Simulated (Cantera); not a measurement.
Feed: 1 mol Si, 1.7 mol H₂O, 0.045 mol H₂, a varied amount of Br₂, at 1648.15 K and 0.0160 bar.

Equilibrium computed with Cantera from the NASA thermochemical tables; the gas is ideal and each condensed phase is pure. Candidate condensed phases: Br₂, H₂O, Si, SiO₂; 28 gas species. The tables' values for SiBr₃, SiBr are old estimates; treat these amounts as uncertain. The tables hold silica as quartz up to 1696 K and as liquid above; real silica turns to tridymite and cristobalite and melts near 1996 K. The numbers say what is thermodynamically allowed, not how fast it happens.

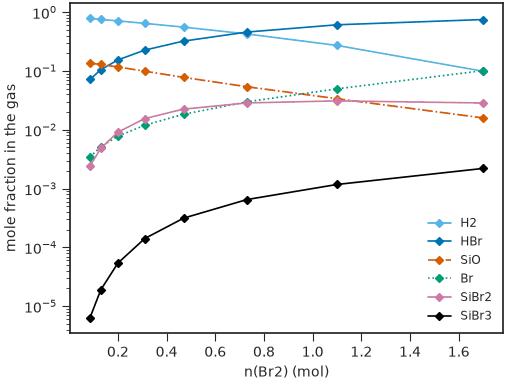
Fig. 1. Equilibrium gas composition (values under 1e-9 drawn at 1e-9)

Task: Read off the mole fractions at 0.13 mol Br₂.

Result: H₂ about 0.75, SiO about 0.13, HBr about 0.11, Br about 0.0052, SiBr₂ about 0.0049, SiBr₃ about 1.9e-5.
